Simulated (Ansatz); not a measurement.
## Abstraction of Cl: In(CH3)Cl2 + NbCl4 → In(CH3)Cl + NbCl5

Species: In(CH3)Cl2, singlet; NbCl4 `[Cl][Nb]([Cl])([Cl])[Cl]`, doublet; In(CH3)Cl, doublet; NbCl5 `[Cl][Nb]([Cl])([Cl])([Cl])[Cl]`, singlet. A radical takes Cl: the energy is the difference in strength between the In–Cl bond broken and the Nb–Cl bond made.

Shapes, held fixed at every level: PBE0-D4/def2-TZVP. Programs: Ansatz 0.2.0. Electronic energies: no zero-point or thermal term.

| level | kind | ΔE (kJ/mol) | less CCSD(T)/def2-TZVPP |
| --- | --- | --- | --- |
| MP2/def2-TZVPP | perturbation theory | +71.8 | -35.9 |
| HF/def2-SVP | Hartree–Fock | +220.5 | +112.8 |
| HF/def2-TZVPP | Hartree–Fock | +217.5 | +109.8 |
| r2SCAN-D4/def2-TZVPP | meta-GGA | +68.3 | -39.4 |
| PBE0-D4/def2-TZVPP | global hybrid | +98.7 | -9.0 |
| r2SCAN0-D4/def2-TZVPP | global hybrid | +105.4 | -2.3 |
| wB97M-V/def2-TZVPP | range-separated hybrid | +121.6 | +13.9 |
| CCSD(T)/def2-TZVPP | coupled cluster or CI | +107.7 | 0.0 |

The highest level, CCSD(T)/def2-TZVPP, gives ΔE = +107.7 kJ/mol; the levels span +68.3 to +220.5. The column of differences is taken from that level and isn't an error. No measured value is set beside it here. T1 is large for NbCl5 (0.021), so single-reference values are less sure there. Open shells run unrestricted. For atoms past krypton def2 sets carry core potentials with scalar relativity. Outer-core shells of In, Nb are correlated in most correlated rows, in sets that cover them unevenly.

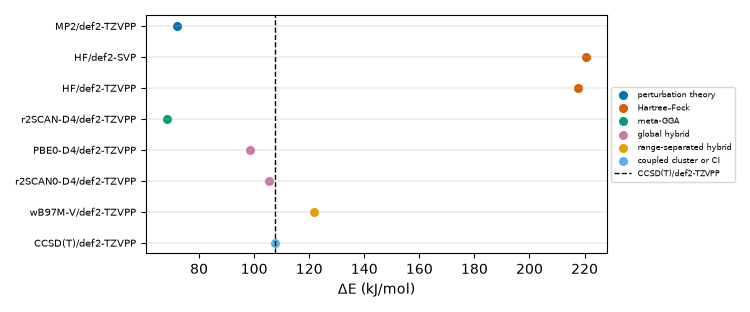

The values of the table, level by level.
